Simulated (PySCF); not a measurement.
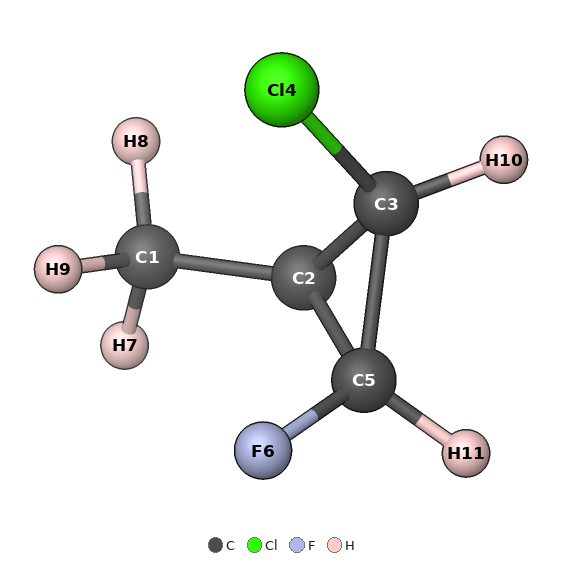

State: neutral, doublet. Computed geometry: GFN2-xTB optimisation. No frequency run is at hand to confirm it as a minimum. Method: UKS B3LYP, pcH-1 on C Cl F H, non-relativistic (PySCF 2.14.0). Fermi-contact and spin-dipolar terms alone, no spin-orbit part.

Question. Which nucleus has the largest dipolar (anisotropic) hyperfine coupling?

Answer. 19F at F6: principal values −80.4, −60.1, 140.5 MHz.

List the isotropic and dipolar parts for the most strongly coupled nuclei, one of each equivalent set.

```
atom  isotope  a_iso (MHz)   dipolar part (MHz)
  F6      19F         92.1  −80.4, −60.1, 140.5
  C2      13C        220.7  −69.6, −67.9, 137.5
 Cl4     35Cl         11.5   −14.4, −11.1, 25.5
 H10       1H         82.2     −7.5, −2.6, 10.1
  C3      13C         −9.1      −9.0, −0.7, 9.7
 H11       1H         62.3      −7.2, −2.5, 9.6
  H7       1H         42.6      −4.9, −4.5, 9.4
  H8       1H         16.7      −4.6, −4.2, 8.8
```
